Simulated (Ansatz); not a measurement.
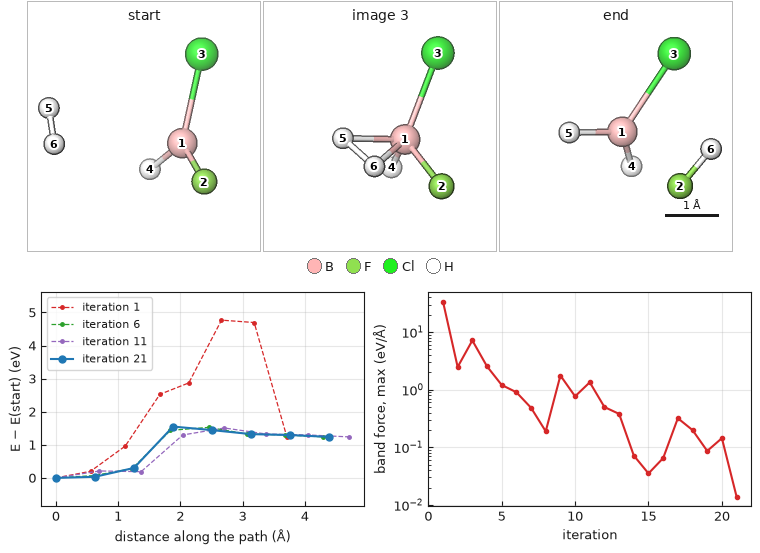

A nudged-elastic-band calculation for BH3ClF, made up at the start of BHClF and H₂. Images are numbered from 0 (start) to 7 (end). The plot follows the band through its iterations. Style: ball-and-stick. Shown at a tilt.

These are results of Ansatz, RKS PBE0-D4/def2-SVP, not measurements. Set-up: 6 movable images; no climbing image; force threshold 0.03 eV/Å; iteration limit 60; starting path through a guess of the saddle point.

> Did the band converge, and can the barrier be trusted?

The run is converged, with reservations. The band converged in 21 iterations. The largest component of the band force went from 34 to 0.014 eV/Å. No image climbed, so the highest image needn't lie on the saddle point, and the true maximum along this path can be higher. The first iteration put the highest image at 4.77 eV. The energy climbs by 1.55 eV to image 3 and then falls by 0.31 eV, so the end point sits at +1.24 eV.

Limits of the set-up: the start holds two separate molecules, 3.0 Å apart at their closest, whose relative position is a soft coordinate.

Cost: 6.6 min on 1 thread of Intel(R) Xeon(R) Processor @ 2.50GHz (Skylake/Cascade Lake), on a shared host, peak memory 0.12 GiB.
